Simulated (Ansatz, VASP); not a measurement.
# SbAs in two plane-wave programs, part 2 of 2

Aim: how closely do two programs agree when they are given the same cell, functional and k mesh? The cell is generated by rule, not measured, and may not be a known phase. The cell comes out of the VASP series on this material, whose earlier steps may have relaxed, scaled or displaced it; both programs get it as it stands.

VASP 6.6.1 and Ansatz 0.2.0.

So far. Step 2 (VASP: band structure, HSE06): The run ends at a pressure of -5.91 GPa.

The structure was built from a prototype and need not be the compound's stable phase.

## 3. Ansatz: band structure, HSE06

Level of this step: Ansatz beside VASP: Kohn-Sham DFT, plane waves, HSE06 (Ansatz).

Ansatz runs on its default PAW (the set named soft_2) files.

The same cell, functional, mesh and smearing now go to Ansatz, which takes its cutoff from its data sets.

Contents of input.yaml:

```yaml
crystal:
  lattice:
    - [0.0, 2.95, 2.95]
    - [2.95, 0.0, 2.95]
    - [2.95, 2.95, 0.0]
  atoms:
    - { symbol: As, position: [0.0, 0.0, 0.0] }
    - { symbol: Sb, position: [0.5, 0.5, 0.5] }
hamiltonian:
  xc: { exchange: pbe, correlation: pbe, exx: { coeff: 0.25, omega: 0.2 } }
  pseudopotentials: { kind: paw }
kpoints:
  mp_grid: { grid: [4, 4, 4] }
  band_path:
    path:
      - [0.0, 0.0, 0.0]
      - [0.5, 0.0, 0.5]
      - [0.5, 0.21429, 0.71429]
      - [0.41071, 0.33929, 0.75]
      - [0.16071, 0.16071, 0.32143]
      - [0.21429, 0.21429, 0.21429]
      - [0.55357, 0.39286, 0.55357]
      - [0.58929, 0.25, 0.66071]
      - [0.5, 0.28571, 0.71429]
      - [0.5, 0.5, 0.5]
      - [0.375, 0.375, 0.75]
      - [0.5, 0.0, 0.5]
    npoints: 1
scf:
  occupations: { method: gaussian, width: 0.02 }
  n_extra_bands: 7
output:
  forces: true
  stress: true
  eigenvalues: true
```

On the command line:

```sh
$ ansatz run input.yaml --threads 4 --pin off --max-ram 9216MiB --backend cpu --events-out ev --progress --plain --runs-dir out
```

Numbers of over 12 decimals in the logs are rounded to 6 here.

Output:

```text
Warning: output.stress: scf.convergence.dr2_threshold = 1e-7 eV (the SCF's general default) is looser than the 2e-10 eV advised for a printed stress (1e-10 eV for each atom of the cell: 2). What an SCF threshold leaves in a stress goes as its square root, and in the free energy as the threshold itself, and one threshold admits the most on a small cell: [figures from the program's tests cut] Set scf.convergence.dr2_threshold to 2e-10 eV or tighter. The threshold is an SCF's pass mark: one that does not reach it within its budget of iterations ends unconverged, or closes short of it on a stop that the run arms, and scf.convergence.dr2_threshold's page says what that costs each kind of run
Warning: output.stress: scf.exx.energy_threshold = 1e-6 eV is looser than the 2e-8 eV advised for a stress under a hybrid functional (1e-8 eV for each atom of the cell: 2). Every SCF of the exchange loop can meet its threshold on dr2 while the loop round them stops early: no threshold on dr2 bounds what that leaves in the stress. Set scf.exx.energy_threshold to 2e-8 eV or tighter. The threshold is the loop's pass mark: a loop that does not reach it within its budget of cycles ends unconverged, and scf.exx.energy_threshold's page has the law
scf.n_extra_bands = 7 over 15 filled bands (N_el = 30.0): the run solves 22 bands
Engine: ansatz 0.2.0, aarch64-unknown-linux-gnu
Pseudopotentials: kind: paw
Pseudopotential: As, paw, valence charge 15, recommended cutoff 420 eV (normal), As.paw.azcp
Pseudopotential: Sb, paw, valence charge 15, recommended cutoff 420 eV (normal), Sb.paw.azcp
Functional definition: unnamed
  parameter a_1 = 0.25
  parameter omega_1 = 0.2/angstrom
  exchange = pbe_x + (-a_1)*pbe_x_sr(omega_1) + a_1*exact_x_sr(omega_1)
  correlation = pbe_c
Crystal: 2 atoms, lattice volume = 51.345 Å³
Basis set: ecut = 420 eV, 965 PW (Γ), exchange–correlation on 60×60×60 points (8 copies of the dense FFT grid, shifted against one another)
Bands: 22, of which v1, the nominal top of the filled ones, is band 15 counted from 1 (14 counted from 0)
Symmetry: 48 space group operations
Space group: Fm-3m (ITA 225), of the structure as read, at distance tolerance 3.7e-5 Å
k-points: 8 of 64
Non-local potential: As, projectors of the file, l = 0: 2, l = 1: 2, l = 2: 3, l = 3: 1
Non-local potential: Sb, projectors of the file, l = 0: 2, l = 1: 2, l = 2: 2, l = 3: 2
PAW form: soft (Blöchl's): semilocal exchange-correlation on the pseudo side does not see the compensation charge
PAW frozen core: As, regenerated for the run's functional, and the local potential with it (the file was generated under x = pbe(κ = 0.804, μ = 0.219515), c = pbe(β = 0.066725))
PAW frozen core: Sb, regenerated for the run's functional, and the local potential with it (the file was generated under x = pbe(κ = 0.804, μ = 0.219515), c = pbe(β = 0.066725))
PAW one-centre angular grid: As, 590 points (default); XC on 64 Gauss nodes
PAW one-centre angular grid: Sb, 590 points (default); XC on 64 Gauss nodes
Initial density: superposition of atomic densities (neutral atoms: chi_scale 0, normalization atom), corrected by the library's trained network
Initial wavefunctions: pseudopotential atomic-orbital guess
Functional: x = pbe(κ = 0.804, μ = 0.219515), c = pbe(β = 0.066725), warm-up for x = pbe(κ = 0.804, μ = 0.219515) + 0.25 (exact − pbe) at short range (hse, ω = 0.2 Å⁻¹), c = pbe(β = 0.066725)
SCF iter   1: F=—  HF=-11340.549473 eV  |F-HF|=—  |Δ(HF+E_count)|=         —  Δρ=3.58e-3  dr2=1.36e-2  ethr=1.77e-3  ⟨swp⟩=11.9  Hψ=824  notcnv=0
preconditioner: auto → none  [insulator: Δε(μ)=0.200 eV  Ē_g=11.800 eV  σ=0.020 eV  W_gap=0.82  n_scr=14 (ndim 8)  ℏωp=16.4 eV  f_vac=0.003  D(μ)=6.59/eV (n_scr^D=112)]
SCF iter   2: F=—  HF=-11340.547457 eV  |F-HF|=—  |Δ(HF+E_count)|=   2.02e-3  Δρ=1.80e-3  dr2=3.03e-3  ethr=4.54e-5  ⟨swp⟩=5.0  Hψ=420  notcnv=0  defer=7
iter 3 solved again at ethr=2.78e-7 eV; its pass at ethr=1.01e-5 eV (dr2=8.34e-5 eV) is discarded
SCF iter   3: F=—  HF=-11340.547080 eV  |F-HF|=—  |Δ(HF+E_count)|=   3.77e-4  Δρ=3.05e-4  dr2=8.26e-5  ethr=2.78e-7  ⟨swp⟩=3.9  Hψ=734  notcnv=0
SCF iter   4: F=—  HF=-11340.547040 eV  |F-HF|=—  |Δ(HF+E_count)|=   4.08e-5  Δρ=1.18e-4  dr2=5.62e-6  ethr=2.75e-7  ⟨swp⟩=3.0  Hψ=369  notcnv=0
SCF iter   5: F=—  HF=-11340.547045 eV  |F-HF|=—  |Δ(HF+E_count)|=   5.77e-6  Δρ=1.49e-5  dr2=5.12e-8  ethr=1.87e-8  ⟨swp⟩=3.0  Hψ=338  notcnv=0
SCF iter   6: F=—  HF=-11340.547046 eV  |F-HF|=—  |Δ(HF+E_count)|=   1.42e-7  Δρ=3.94e-6  dr2=2.52e-9  ethr=1.71e-10  ⟨swp⟩=4.0  Hψ=467  notcnv=0
SCF iter   7: F=-11340.547046 eV  HF=-11340.547046 eV  |F-HF|=1.44e-10  |Δ(HF+E_count)|=   1.02e-8  Δρ=8.87e-7  dr2=3.03e-10  ethr=8.40e-12  ⟨swp⟩=3.9  Hψ=385  notcnv=0
SCF 1 converged in 7 iterations: F = -11340.547046 eV  dr2 = 3.03e-10
  greatest PAW one-centre occupation: 0.999 electrons in one spin orbital (limit 2), on the As atom at site 0 (counted from 0), in its partial waves of l = 2
Initial density: handed on by an earlier stage of this run
Initial wavefunctions: those handed on with the density
Functional: x = pbe(κ = 0.804, μ = 0.219515) + 0.25 (exact − pbe) at short range (hse, ω = 0.2 Å⁻¹), c = pbe(β = 0.066725)
Exchange kernel: α = 0.2500, screened, ω = 0.2000 Å⁻¹, Wigner–Seitz truncation, v(0) = 1109.8260 eV·Å³, q-mesh 4×4×4, nearest image of the exchange supercell L = 16.69 Å, pair-density grid 18×18×18, without the augmentation charges, whose exchange is taken in its separable form by FFT convolution over the k-point mesh (sized by the pseudopotential files, 24×24×24 at the most), smooth part of the exact exchange by density-matrix convolution
Frozen-core exchange: fock
iter 1 solved again at ethr=1.82e-5 eV; its pass at ethr=1.00e-1 eV (dr2=5.45e-3 eV) is discarded
SCF iter   1: F=—  HF=-11345.762232 eV  |F-HF|=—  |Δ(HF+E_count)|=         —  Δρ=5.67e-3  dr2=8.50e-3  ethr=1.82e-5  ⟨swp⟩=4.2  Hψ=1004  notcnv=0
preconditioner: auto → none  [insulator: Δε(μ)=0.170 eV  Ē_g=13.067 eV  σ=0.020 eV  W_gap=0.61  n_scr=14 (ndim 8)  ℏωp=16.4 eV  f_vac=0.000  D(μ)=5.41/eV (n_scr^D=64)]
[...]
SCF iter   4: F=—  HF=-11345.754772 eV  |F-HF|=—  |Δ(HF+E_count)|=   4.31e-5  Δρ=3.50e-4  dr2=2.59e-3  ethr=7.42e-7  ⟨swp⟩=3.0  Hψ=331  notcnv=0
SCF iter   5: F=—  HF=-11345.754754 eV  |F-HF|=—  |Δ(HF+E_count)|=   1.75e-5  Δρ=4.28e-5  dr2=6.38e-7  ethr=2.20e-7  ⟨swp⟩=2.8  Hψ=310  notcnv=0
SCF iter   6: F=-11345.754754 eV  HF=-11345.754754 eV  |F-HF|=9.56e-9  |Δ(HF+E_count)|=   1.82e-7  Δρ=5.31e-6  dr2=1.03e-8  ethr=2.13e-9  ⟨swp⟩=3.9  Hψ=498  notcnv=0
SCF 2 converged in 6 iterations: F = -11345.754754 eV  dr2 = 1.03e-8
hybrid outer 1: dexx = +5.695e-3 eV, tail = 7.55e-3 eV
Exchange kernel: α = 0.2500, screened, ω = 0.2000 Å⁻¹, Wigner–Seitz truncation, v(0) = 1109.8260 eV·Å³, q-mesh 4×4×4, nearest image of the exchange supercell L = 16.69 Å, pair-density grid 18×18×18, without the augmentation charges, whose exchange is taken in its separable form by FFT convolution over the k-point mesh (sized by the pseudopotential files, 24×24×24 at the most), smooth part of the exact exchange by density-matrix convolution
Frozen-core exchange: fock
SCF iter   1: F=—  HF=-11345.761360 eV  |F-HF|=—  |Δ(HF+E_count)|=         —  Δρ=6.03e-4  dr2=1.10e-4  ethr=1.26e-4  ⟨swp⟩=2.0  Hψ=352  notcnv=0
preconditioner: auto → none  [insulator: Δε(μ)=0.113 eV  Ē_g=13.073 eV  σ=0.020 eV  W_gap=0.50  n_scr=14 (ndim 8)  ℏωp=16.4 eV  f_vac=0.000  D(μ)=3.53/eV (n_scr^D=26)]
SCF iter   2: F=-11345.761348 eV  HF=-11345.761349 eV  |F-HF|=8.67e-7  |Δ(HF+E_count)|=   1.04e-5  Δρ=8.09e-5  dr2=1.23e-5  ethr=3.32e-7  ⟨swp⟩=4.0  Hψ=449  notcnv=0
SCF 3 stopped early in 2 iterations: F = -11345.761348 eV  dr2 = 1.23e-5
hybrid outer 2: dexx = +1.033e-4 eV, tail = 2.66e-5 eV, Δε = 4.63e-2 eV (about 5.95e-3 eV left of the loop's levels)
Exchange kernel: α = 0.2500, screened, ω = 0.2000 Å⁻¹, Wigner–Seitz truncation, v(0) = 1109.8260 eV·Å³, q-mesh 4×4×4, nearest image of the exchange supercell L = 16.69 Å, pair-density grid 18×18×18, without the augmentation charges, whose exchange is taken in its separable form by FFT convolution over the k-point mesh (sized by the pseudopotential files, 24×24×24 at the most), smooth part of the exact exchange by density-matrix convolution
Frozen-core exchange: fock
SCF iter   1: F=—  HF=-11345.761451 eV  |F-HF|=—  |Δ(HF+E_count)|=         —  Δρ=7.49e-5  dr2=2.24e-6  ethr=4.43e-7  ⟨swp⟩=4.1  Hψ=425  notcnv=0
preconditioner: auto → none  [insulator: Δε(μ)=0.101 eV  Ē_g=13.075 eV  σ=0.020 eV  W_gap=0.50  n_scr=14 (ndim 8)  ℏωp=16.4 eV  f_vac=0.000  D(μ)=3.53/eV (n_scr^D=26)]
SCF iter   2: F=—  HF=-11345.761451 eV  |F-HF|=—  |Δ(HF+E_count)|=   2.87e-7  Δρ=1.78e-5  dr2=4.66e-7  ethr=6.20e-9  ⟨swp⟩=3.1  Hψ=376  notcnv=0
SCF iter   3: F=—  HF=-11345.761451 eV  |F-HF|=—  |Δ(HF+E_count)|=   1.70e-8  Δρ=5.13e-6  dr2=3.99e-7  ethr=2.55e-10  ⟨swp⟩=3.6  Hψ=387  notcnv=0
SCF iter   4: F=—  HF=-11345.761462 eV  |F-HF|=—  |Δ(HF+E_count)|=   1.12e-5  Δρ=9.22e-6  dr2=7.63e-8  ethr=2.13e-11  ⟨swp⟩=4.9  Hψ=628  notcnv=0
SCF iter   5: F=-11345.761462 eV  HF=-11345.761462 eV  |F-HF|=4.80e-10  |Δ(HF+E_count)|=   2.68e-8  Δρ=3.40e-6  dr2=5.33e-9  ethr=2.13e-11  ⟨swp⟩=3.8  Hψ=358  notcnv=0
SCF 4 converged in 5 iterations: F = -11345.761462 eV  dr2 = 5.33e-9
  Residual-converged pass: ⟨swp⟩=3.0  Hψ=328  notcnv=0  max |occ|·‖R‖ = 1.9e-6 eV (tolerance 2.4e-6 eV)  dr2=5.31e-9  dr2_onsite=1.06e-9  max |Δocc| = 1.2e-19
hybrid outer 3: dexx = +1.276e-6 eV, tail = 2.19e-8 eV, Δε = 8.91e-3 eV (about 3.08e-4 eV left of the loop's levels)
NSCF: frozen V_eff on 12 k-points
hybrid SCF converged: 3 outer / 13 inner (+7 warm-up), last move |dexx| = 1.28e-6 eV, tail = 2.19e-8 eV
Stability not checked: this state was not tested for a lower state beside it, because the functional holds exact exchange (a hybrid, or Hartree-Fock), whose exchange loop this test does not read (fock_operator; see scf.lower_state_search)
Free energy (F): -11345.761462 eV
Frozen-core exchange: fock
Harris-Foulkes:  -11345.761462 eV  (|F-HF|=4.80e-10)
Internal energy: -11345.760757 eV  (E = F + TS)
E sigma→0 (E₀):  -11345.761109 eV
Entropy (-TS):   -0.000705 eV (-0.353 meV/atom)
Fermi energy:    9.917152 eV
--- Per-component energies (eV) ---
  E_band       = -476.869153
  E_kinetic    = 305.512805
  E_local      = -3224.456453  (includes V_loc(G=0)·N_el)
  E_nonlocal   = -310.023512
  E_hartree    = 1630.884081
  E_xc         = -174.225359
  E_vxc        = -140.182116  (∫ρ·V_xc dr)
  E_exx        = -101.612808  (= α·E_x^exact, valence–valence)
  E_paw        = -6354.963776  (= ΣΔE_a)
  E_vpaw       = -166.265578  (= ΣTr[D̂ρ^β])
  E_aug_tail   = 0.000006  (compensation charges beyond the density's cutoff)
  E_ewald      = -3116.141529
  E_core_change = -0.734209  (= ΣΔE_core)
  E_smearing   = -0.000705  (= −TS)
  E_closure    = -0.000001  (closes the sum)
  Σ components = -11345.761462   (vs F -11345.761462, Δ=1.82e-12)
--- Forces (eV/Å), atoms counted from 1 ---
  atom   1  As    -0.00000000    -0.00000000     0.00000000
  atom   2  Sb     0.00000000    -0.00000000    -0.00000000
  max |Σ_I F_I| component: 6.44e-29 eV/Å
--- Stress (GPa, compression-positive) ---
       -5.118109      -0.000000       0.000000
        0.000000      -5.118109       0.000000
        0.000000       0.000000      -5.118109
  P = ⅓ Tr σ = -5.1181 GPa (-51.181 kbar)
--- Band table (eV; the first three rows and the last of 8) ---
  k-point 0: bands = [... 11 lower, 4.4783, 7.9629, 7.9629, 7.9629, 14.1579, 14.1579, 14.1579, 15.9099, ... 3 higher]
  k-point 1: bands = [... 11 lower, 1.8561, 8.1793, 8.1793, 9.2053, 11.7836, 11.7836, 12.2700, 16.3977, ... 3 higher]
  k-point 2: bands = [... 11 lower, -1.0142, 8.8771, 8.8771, 9.8198, 9.8198, 9.9172, 10.7986, 19.6630, ... 3 higher]
  k-point 7: bands = [... 11 lower, -0.0208, 4.2497, 4.2497, 10.0181, 10.5728, 16.0505, 16.0505, 17.3993, ... 3 higher]
```

The job ended after 23 s (4 threads of Arm Neoverse V1, shared host; peak memory 0.72 GiB).

## 4. Differences

Known differences besides the PAW data sets themselves: exact exchange at q = 0 is treated differently, which shows on coarse meshes; VASP keeps PBE cores, Ansatz makes them for the functional; the data sets hold 30 valence electrons in Ansatz (default PAW (the set named soft_2) files) and 10 in VASP; the cutoff is 420 eV in Ansatz and 400 eV in VASP; VASP takes a coarser grid for exact exchange (PRECFOCK = Fast). Total energies have different zeros and are not compared.

Compared:

```tsv
quantity	Ansatz	VASP	difference
pressure (GPa)	-5.12	-5.91	+0.79
```

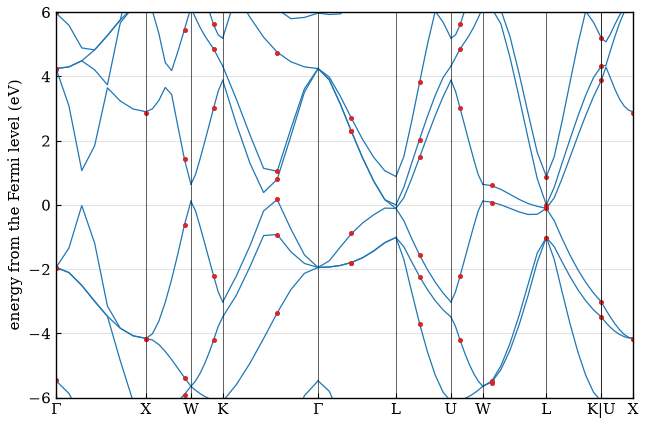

Bands from VASP (lines) and levels from Ansatz (dots). Dots without a line are higher empty bands that the VASP plot leaves out.

Levels from 3 eV below to 2 eV above the Fermi level differ by 11 meV r.m.s. and 25 meV at most; each VASP level is matched to the nearest of Ansatz, which flatters the figure a little.

## 5. Summary of results

* r.m.s. difference of levels near the Fermi level (band structure, HSE06): 11 meV
* difference in pressure (band structure, HSE06): 0.79 GPa

In words: The difference in pressure is 0.79 GPa (band structure, HSE06), within the 1 GPa picked in this series as the mark of a large difference. Differences of this kind measure data sets and numerical settings, not the functional's error against experiment.

[Lines on the potential files, build, host, timing and source positions are cut from VASP's logs without a mark.]

[Logs are printed without paths, hosts, clocks, repeated set-up lines and the standing remarks that a program may print on its own settings, such as how far it seeks lower states.]

[Hosts, paths, dates, database ids (printed as entryN), source tags and the programs' standing remarks are cut or masked in the printed files.]
